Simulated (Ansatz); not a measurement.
The starting structures come from a database of crystals and need not be the phases stable at ambient conditions.

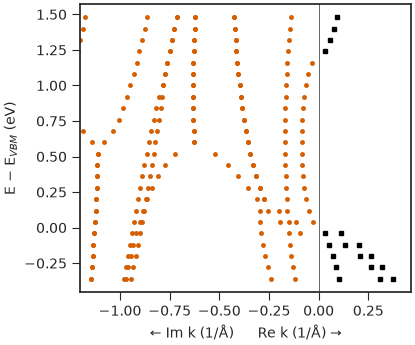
Figure. Complex bands at the centre of the two-dimensional zone; r2SCAN (Ansatz, a quantum-chemistry and plane-wave program)

No gap correction and no spin-orbit coupling; mid-gap values are interpolated between computed energies.

### Question
This is CdTe (P6_3mc, wurtzite, not sure to be the ambient phase, 4 atoms a cell, 35.3 Å³ an atom) along the normal of (100). Read off the slowest decay at the centre of the two-dimensional zone at 0.60 eV, the computed energy nearest the middle of the gap.

### Answer
κ ≈ 0.09 1/Å, a decay length 1/(2κ) of the density of 5.9 Å.
